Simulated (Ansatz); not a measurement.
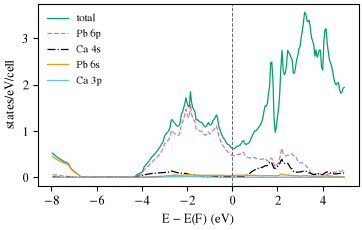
Fig. 1. Total and projected density of states of CaPb (L1₀ or tetragonal B2, P4/mmm), r²SCAN (plane waves, PAW; program Ansatz)

Question: Which orbitals carry the states next to the Fermi level?

Answer: Within 0.5 eV of the Fermi level: Pb 6p 75 %, Pb 6s 6 %, outside the projected shells 17 %. Projections are on Löwdin-orthogonalised atomic valence shells; empty p or d shells of many metals are not among them.

Question: Where is the tallest occupied peak in this window, and what makes it?

Answer: Near -1.8 eV, about 1.8 states/eV per cell; the largest projected share is Pb 6p.

The first step of the workflow began from a Materials Project structure, measured or hypothetical; the Crystallography Open Database copy checked does not list it. With Ca and Pb taken as one species the cell has the higher symmetry I4/mmm, so it may be an ordered model of a mixed-site phase. Its standing as an ambient phase is unchecked. The r²SCAN relaxation kept the symmetry of its start; its stability against distortions is not shown here. Scalar-relativistic: spin–orbit coupling is off unless named, which matters more the heavier the elements.

Potentials: the later of the program's two PAW sets.
